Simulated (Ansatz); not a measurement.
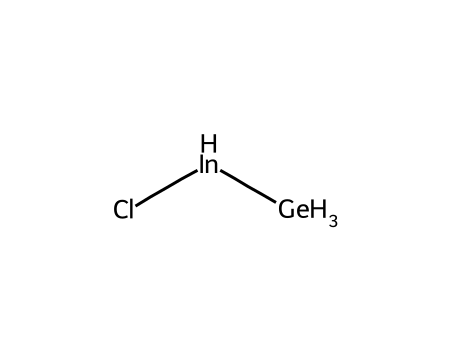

2D structure.

Write the SMILES.

Answer. [Cl][InH][GeH3]

Give the formula, hydrogens included.

Answer. ClGeH4In.

An optimisation with PBE0-D4/def2-TZVP gave a structure of which point group?

Answer. Cs.

The parts below concern this one geometry. Atoms keep their numbers from picture to picture. Computed geometry: PBE0-D4/def2-TZVP optimisation.

## Shape

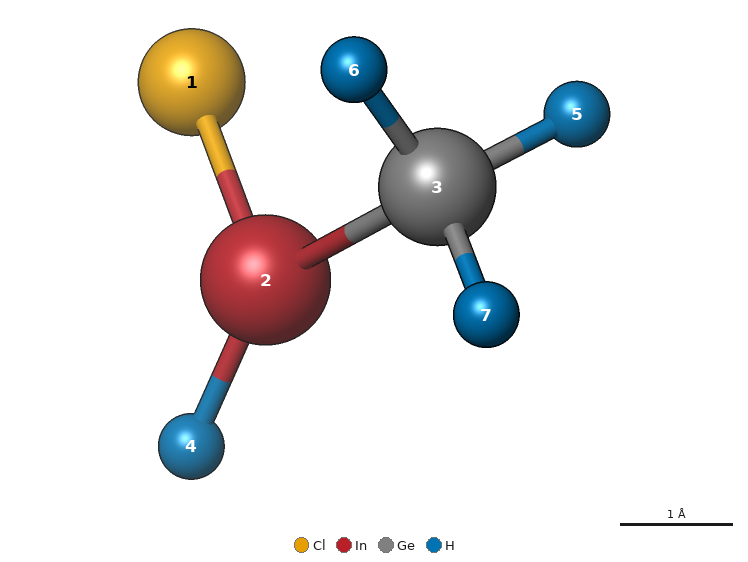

Give the bond lengths.

| bond | length (Å) |
| --- | --- |
| Cl1–In2 | 2.353 |
| In2–Ge3 | 2.590 |
| In2–H4 | 1.715 |
| Ge3–H5 | 1.537 |
| Ge3–H6 | 1.537 |
| Ge3–H7 | 1.538 |

## Electronic properties

Method: RKS PBE0-D4/def2-SVP, core potentials on In (Ansatz 0.2.0).

Predict the main results.

- HOMO energy (Kohn–Sham orbital): −7.58 eV
- LUMO energy (Kohn–Sham orbital): −2.04 eV
- HOMO–LUMO gap: 5.54 eV
- dispersion correction: −12.1 kJ/mol

## Vibrations

Harmonic vibrations computed with RKS PBE0-D4/def2-TZVP, core potentials on In (Ansatz 0.2.0) at a stationary point of the same level.

How many vibrational modes are there, and where do they lie?

Answer. 15 modes: 28, 65, 215, 316, 343, 424, 445, 505, 774, 878, 881, 1837, 2143, 2156, 2158 cm⁻¹.

## Dipole moment

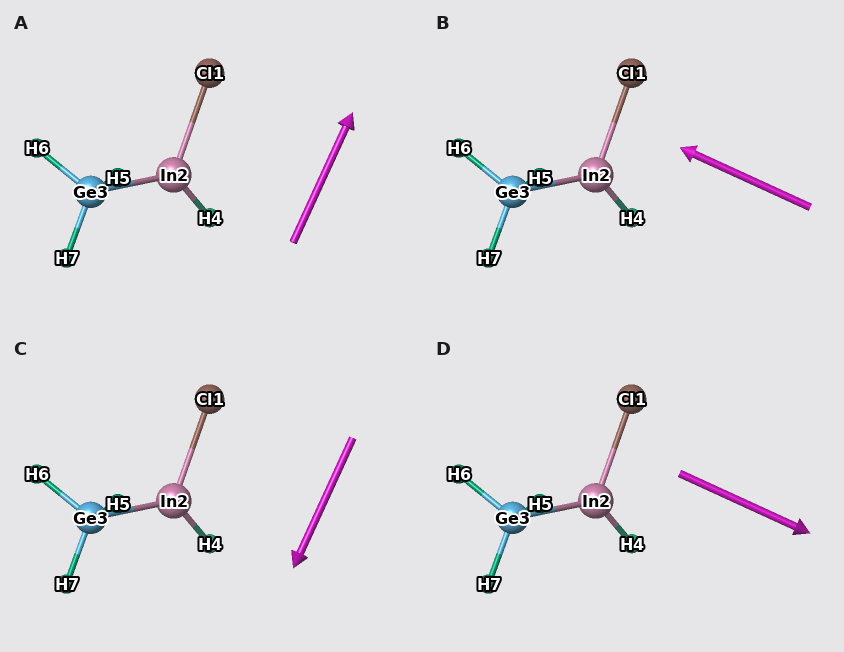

The same molecule four times, each with an arrow. Properties computed with RKS PBE0-D4/def2-TZVP, core potentials on In (Ansatz 0.2.0).

Which arrow points along the dipole moment, from the negative to the positive end?

Answer. C. The dipole moment is 2.96 D; it points from the side of Cl1 to the side of H7 (the outermost atoms at the two ends).
